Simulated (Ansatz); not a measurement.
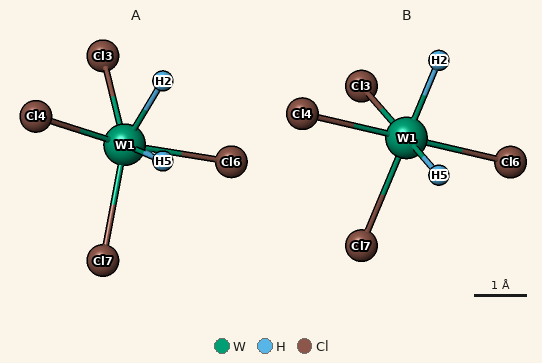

Two geometries of WH₂Cl₄, drawn at one scale. One is the start of a relaxation, the other its converged end. A ball-and-stick model, seen at a tilt.

Computed with Ansatz 0.2.0, RKS r2SCANh/def2-SVP. (no spin polarisation; force threshold 0.02 eV/Å; at most 40 steps)

Which geometry has the lower energy?

Structure A is the relaxed one. The run prepares the start of a later molecular dynamics calculation, from a guessed geometry. The largest moves after the best rigid fit, 0.67 Å, are those of Cl3 and Cl7. Largest moves by element: Cl 0.67 Å, H 0.41 Å, W 0.41 Å. Near-neighbour distances that change, for instance: W1–Cl4 2.390 → 2.270 Å, W1–Cl3 2.390 → 2.316 Å, W1–H2 1.720 → 1.667 Å. Bond angles that change, for instance: Cl3–W1–Cl7 90.0° → 138.8°, H2–W1–Cl7 180.0° → 141.2°, H2–W1–H5 90.0° → 61.2°. Over 7 geometry steps the energy falls by 45.2 kcal/mol. Largest force component: 2.8 eV/Å at the start, 0.016 eV/Å at the end. Cost: 35 s on 4 threads of Arm Neoverse V2 (shared host), peak memory 0.34 GiB.
